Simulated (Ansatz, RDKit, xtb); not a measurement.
# C5H5F2O+: which of the isomers drawn lies lowest?, part 2 of 2

A sample of isomers of C5H5F2O+ (charge +1) is drawn. Aim: find which of them has the lowest free energy at 298.15 K, then its properties. The sample is small against all isomers, and the most stable one of this formula need not be in it.

xtb, Ansatz and PySCF; isolated molecules. The steps go on from the part before.

**10. c801b at MP2/def2-TZVPP**

Contents of input.yaml:

```yaml
basis:
  gaussian: {orbitals: def2-TZVPP}
crystal:
  periodic: [false, false, false]
  atoms:
    - {symbol: C, position_ang: [0.585683, 0.048662, -1.758998]}
    - {symbol: C, position_ang: [0.441724, 0.621126, -0.426963]}
    - {symbol: C, position_ang: [0.710388, 1.604012, 0.490338]}
    - {symbol: C, position_ang: [-0.080809, 0.553037, 0.852613]}
    - {symbol: C, position_ang: [-1.406556, -1.261512, 1.372202]}
    - {symbol: F, position_ang: [-2.191881, -1.012241, 0.343392]}
    - {symbol: F, position_ang: [-0.455749, -2.095585, 1.001864]}
    - {symbol: O, position_ang: [-0.779572, -0.022731, 1.757421]}
    - {symbol: H, position_ang: [-0.417407, -0.088234, -2.196234]}
    - {symbol: H, position_ang: [1.021986, -0.959934, -1.664293]}
    - {symbol: H, position_ang: [1.206571, 0.673249, -2.411727]}
    - {symbol: H, position_ang: [1.207403, 2.546287, 0.730776]}
    - {symbol: H, position_ang: [-1.958752, -1.609544, 2.255231]}
total_charge: 1
magnetization: {spin_polarized: false}
correlation: {method: mp2, frozen_orbitals: {O: 1, F: 1, C: 1, H: 0}}
```

Started as:

```
$ ansatz run input.yaml --threads 4 --pin off --max-ram 7830MiB --events-out events.jsonl --progress --plain --runs-dir runs
```

The log of the run:

```text
Warning: RAYON_NUM_THREADS=4 ignored (pool sized by the plan → 4); use --threads N
Functional definition: HF
  name "HF"
  exchange = exact_x
  correlation = 0
1981 factors; integrals over basis functions are off by at most 1.2e-3 eV
mean field evaluation 1: about -12670.7658 eV, gradient 5.5e1 eV
mean field evaluation 2: about -12671.2134 eV, gradient 5.5e1 eV
mean field evaluation 4: about -12677.0301 eV, gradient 5.0e0 eV
mean field evaluation 8: about -12677.1248 eV, gradient 2.8e-1 eV
mean field -12677.12511796 eV, -465.8757552209 hartree, gradient 3.6e-6 eV, S^2 0.000000; 0 other end points of the search recorded, 0 dependent functions left out
8 core orbitals not correlated: weight in the atoms' cores, before any rotation towards them, 1.000 or more for the frozen orbitals, at most 0.000 for the correlated occupied ones
reference -12677.12511796 eV, -465.8757552209 hartree; 22, 22 occupied and 288, 288 virtual orbitals, 1981 factors
second order -40.14470088 eV of doubles, -0.00000000 eV of singles
Total energy: -12717.26981883 eV, -467.3510457670 hartree
```

Wall time 7.2 s (4 threads of Arm Neoverse V1, shared host); peak memory 1 GiB.

**11. c549c at CCSD(T)/def2-SVP**

Contents of input.yaml:

```yaml
basis:
  gaussian:
    orbitals: def2-SVP
crystal:
  periodic: [false, false, false]
  atoms:
    - {symbol: C, position_ang: [-1.714666, 0.529657, 0.572582]}
    - {symbol: C, position_ang: [-1.136318, 1.262413, -0.381112]}
    - {symbol: C, position_ang: [0.376004, 1.449317, -0.496690]}
    - {symbol: C, position_ang: [0.903183, 0.197981, -0.960141]}
    - {symbol: C, position_ang: [1.135623, 1.887684, 0.794340]}
    - {symbol: F, position_ang: [1.012603, 0.929326, 1.715466]}
    - {symbol: F, position_ang: [2.422163, 2.028880, 0.483020]}
    - {symbol: O, position_ang: [1.256541, -0.804977, -1.307963]}
    - {symbol: H, position_ang: [-1.153606, -0.011342, 1.340074]}
    - {symbol: H, position_ang: [-2.805638, 0.467936, 0.616493]}
    - {symbol: H, position_ang: [-1.719384, 1.778001, -1.148877]}
    - {symbol: H, position_ang: [0.631641, 2.182274, -1.286669]}
    - {symbol: H, position_ang: [0.706835, 2.835761, 1.160875]}
correlation:
  method: ccsd_t
  frozen_orbitals: {O: 1, F: 1, C: 1, H: 0}
total_charge: 1
```

Started as:

```
$ ansatz run input.yaml --threads 4 --pin off --max-ram 7830MiB --events-out events.jsonl --progress --plain --runs-dir runs
```

The log of the run, shortened:

```text
Warning: RAYON_NUM_THREADS=4 ignored (pool sized by the plan → 4); use --threads N
[... 2 set-up lines as earlier in the session ...]
[...]
1374 factors; integrals over basis functions are off by at most 1.2e-3 eV
[...]
mean field -12661.75701657 eV, -465.3109879119 hartree, gradient 1.2e-6 eV, S^2 0.000000; 0 other end points of the search recorded, 0 dependent functions left out
8 core orbitals not correlated: weight in the atoms' cores, before any rotation towards them, 1.000 or more for the frozen orbitals, at most 0.000 for the correlated occupied ones
reference -12661.75701657 eV, -465.3109879119 hartree; 22, 22 occupied and 107, 107 virtual orbitals, 1374 factors
second order -32.41611436 eV of doubles, -0.00000000 eV of singles
cycle   1  -32.41693531 eV  change   -8.2e-4 eV  update   1.5e-1
[...]
cycle  10  -33.54152298 eV  change   -3.3e-5 eV  update   2.3e-5
perturbative correction -1.08218455 eV, -0.0397695487 hartree
Total energy: -12696.38072410 eV, -466.5833856948 hartree
```

Wall time 33 s (4 threads of Arm Neoverse V1, shared host); peak memory 1.2 GiB.

**12. Free energies and the winner**

Energies in kcal/mol from c549c; G adds the thermal terms to the CCSD(T)/def2-SVP + MP2/def2-TZVPP - MP2/def2-SVP energy. The columns left of the relaxed level are at the tight-binding geometries.

| label | SMILES | spin | GFN2-xTB | HF/STO-3G | r2SCAN-D4/def2-SVP | PBE0-D3(BJ)/def2-SVP | HF/def2-SVP | MP2/def2-SVP | CCSD(T)/def2-SVP + MP2/def2-TZVPP - MP2/def2-SVP | G | share at equilibrium | T1 |
| --- | --- | --- | --- | --- | --- | --- | --- | --- | --- | --- | --- | --- |
| c549c | C=C[C@H](C#[O+])C(F)F | singlet | 0.0 | 0.0 | 0.0 | 0.0 | 0.0 | 0.0 | 0.0 | 0.0 | 100.0 % | 0.015 |
| c801b | C[c+]1cc1OC(F)F | singlet | -5.0 | -18.5 | -0.4 | -2.3 | -3.9 | 10.0 | 9.0 | 8.8 | < 0.1 % | 0.013 |
| c983b | FC(F)OC[c+]1cc1 | singlet | 14.7 | 5.6 | 16.3 | 14.0 | 5.8 | 24.8 | 22.9 | 22.6 | < 0.1 % | 0.011 |

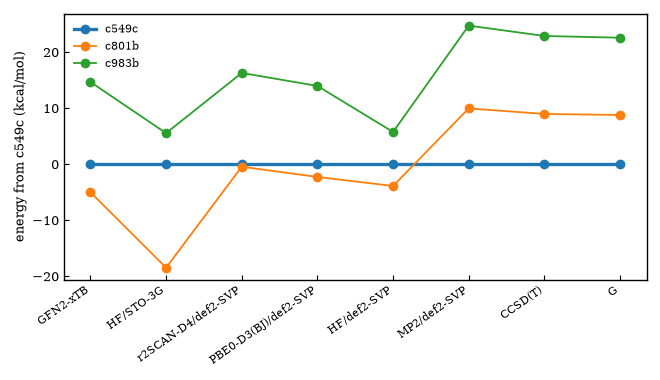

The finalists at each level, measured from c549c.

Lowest found: c549c, `C=C[C@H](C#[O+])C(F)F`, a singlet. Bond lengths: C1–C2 1.335 Å, C2–C3 1.528 Å, C3–C4 1.435 Å, C3–C5 1.561 Å, C5–F6 1.335 Å, C5–F7 1.331 Å, C4–O8 1.119 Å, C1–H9 1.094 Å, C1–H10 1.094 Å, C2–H11 1.093 Å, C3–H12 1.108 Å, C5–H13 1.103 Å. Some angles: C1–C2–C3 123.4°, C2–C3–C4 106.3°, C2–C3–C5 117.0°, C4–C3–C5 109.5°, C3–C4–O8 176.7°, C3–C5–F6 108.9°, C3–C5–F7 107.9°, F6–C5–F7 109.1°, C1–C2–H11 122.0°, C3–C2–H11 114.6°.

```xyz
13

C    -1.7147    0.5297    0.5726
C    -1.1363    1.2624   -0.3811
C     0.3760    1.4493   -0.4967
C     0.9032    0.1980   -0.9601
C     1.1356    1.8877    0.7943
F     1.0126    0.9293    1.7155
F     2.4222    2.0289    0.4830
O     1.2565   -0.8050   -1.3080
H    -1.1536   -0.0113    1.3401
H    -2.8056    0.4679    0.6165
H    -1.7194    1.7780   -1.1489
H     0.6316    2.1823   -1.2867
H     0.7068    2.8358    1.1609
```

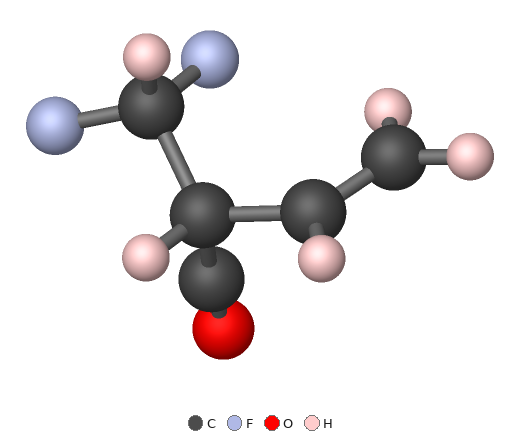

The lowest structure found, seen from a chosen angle (carbon dark grey, fluorine light blue, oxygen red, hydrogen pink).

**13. Summary of results**

The summary covers parts 1 to 2.

```
                                 quantity                                                                     value
                   lowest structure found                                            C=C[C@H](C#[O+])C(F)F, singlet
                            next finalist                        C[c+]1cc1OC(F)F, singlet, 8.8 kcal/mol higher in G
share at equilibrium, among the finalists                                                                   100.0 %
                                   funnel  19 starts, 14 minima at GFN2-xTB, 12 screening runs, 3 relaxed, 3 ranked
                     CPU time of all runs                                                                    15 min
```

The search ends on `C=C[C@H](C#[O+])C(F)F`. The margin of 8.8 kcal/mol over the next finalist is beyond the usual error of the last level; it says nothing of structures that weren't ranked. MP2/def2-SVP already puts its bonding pattern lowest among the structures in one piece; GFN2-xTB, r2SCAN-D4/def2-SVP, PBE0-D3(BJ)/def2-SVP and HF/def2-SVP favour the singlet C[c+]1cc1OC(F)F; HF/STO-3G favours the singlet C[c+]1cc1OC(F)F (c801a, not a finalist). The largest share of the time went into the final energies (52 %). 2 minima inside the window were never screened. Lowest found is not proven lowest: the search is finite, and each finalist counts with one conformer. Only 6 drawn patterns were tried, so whole families of isomers are missing, and the result ranks this sample alone.
